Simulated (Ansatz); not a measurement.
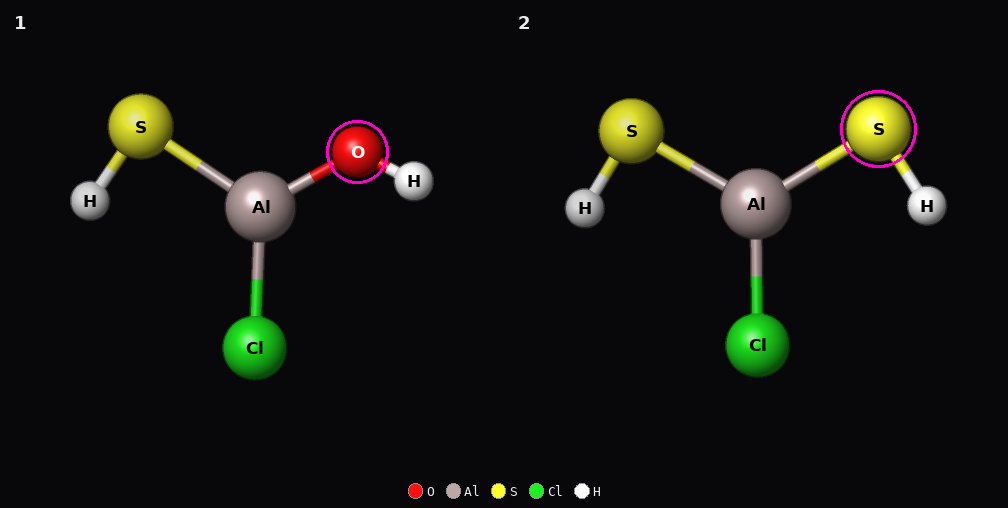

2 molecules with one skeleton, seen from the same side and at one scale; the atom that differs is circled. Charge 0, singlet. Computed geometries: PBE0-D4/def2-TZVP optimisations, one conformation each. Properties computed with Ansatz 0.2.0.

One atom differs, called X below: O in panel 1, S in panel 2. Their formulas are AlClH2OS (`[OH][Al]([SH])[Cl]`), AlClH2S2 (`[SH][Al]([SH])[Cl]`).

**In which is the length of X–Al larger (PBE0-D4/def2-TZVP)?**

In panel 2 (X = S).

**In which is the angle Al–X–H larger (PBE0-D4/def2-TZVP)?**

In panel 1 (X = O).

Give the values. With PBE0-D4/def2-TZVP: length of X–Al (Å), length of X–H (Å), angle Al–X–H (°). With PBE0-D4/def2-TZVPP: HOMO energy (Kohn–Sham orbital) (eV), HOMO–LUMO gap (eV). With PBE-D4/def2-TZVPP: dipole moment (D).

```
                            quantity  1 (O)  2 (S)   2 − 1
                  length of X–Al (Å)  1.680  2.166  +0.486
                   length of X–H (Å)  0.956  1.345  +0.389
                    angle Al–X–H (°)  124.1   92.0   −32.1
HOMO energy (Kohn–Sham orbital) (eV)  −7.97  −7.88   +0.09
                  HOMO–LUMO gap (eV)   7.25   7.06   −0.19
                   dipole moment (D)   0.89   0.51   −0.38
```
